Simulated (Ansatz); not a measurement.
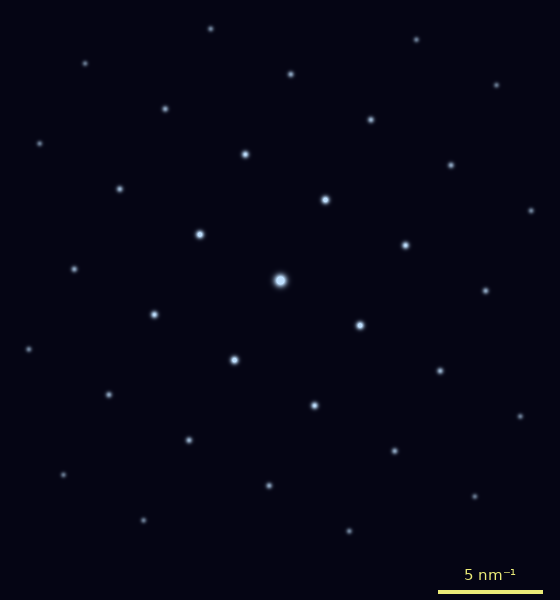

Simulated selected-area electron diffraction pattern (100 kV, kinematic approximation, thin crystal, B = 0.5 Å² for all atoms).

Read the repeat vectors of the pattern off the scale bar.

The spots form a square net with both shortest vectors at d = 2.25 Å, 90.0° apart.

What is the point symmetry of the pattern, intensities included?

4mm. A fourfold pattern needs a tetragonal or cubic crystal seen along a 4 or -4 axis.

Which crystal and zone produced it?

This cannot be fixed from one zone alone; the pattern is [001] of W, space group Im-3m (No. 229), a = 3.184 Å. The net vectors are 1 -1 0 and 1 1 0. Structure: the input geometry of an electronic-structure calculation (not necessarily at equilibrium).
